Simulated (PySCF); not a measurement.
# C2H2ClF (trans-1-Chloro-2-Fluoroethylene): the cost of one run

Computed with PySCF 2.14.0, with density-fitted response routines of our own, on a single molecule in the gas phase. Atoms count from 0, in the outputs and in this text.

## 1. The starting structure

6 atoms, charge 0, multiplicity 1; geometry from: MMFF94s. The atoms were then displaced at random by about 0.03 Å, so the start is not that level's minimum.

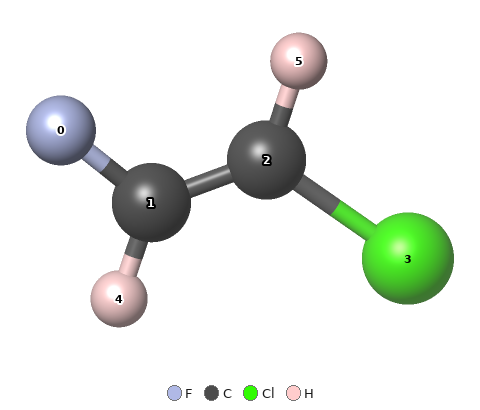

As it starts; fluorine light blue, carbon dark grey, chlorine green, hydrogen pink, atoms numbered.

## 2. Geometry optimisation at PBE0-D3(BJ)/def2-SVP

Job settings and geometry (Å):

```
{"job": {"xc": "PBE0", "basis": "def2-SVP", "d3": "d3bj", "grid": 1, "shake": 0.03, "kind": "geom"}, "charge": 0, "multiplicity": 1}
F     -1.720940     0.353580     0.016580
C     -0.654340    -0.290050    -0.005970
C      0.486370     0.317500    -0.026190
Cl     2.124660    -0.530200    -0.015280
H     -0.837610    -1.359450    -0.033180
H      0.664980     1.412600    -0.005240
```

The run is started by

```bash
OMP_NUM_THREADS=1 python probes_run.py task.json out
```

This one command runs all jobs of the session in turn.

Q: Estimate the wall time and peak memory of this first job on 1 thread of Arm Neoverse V2, shared host.

About 10 s, with a peak of 0.29 GiB.
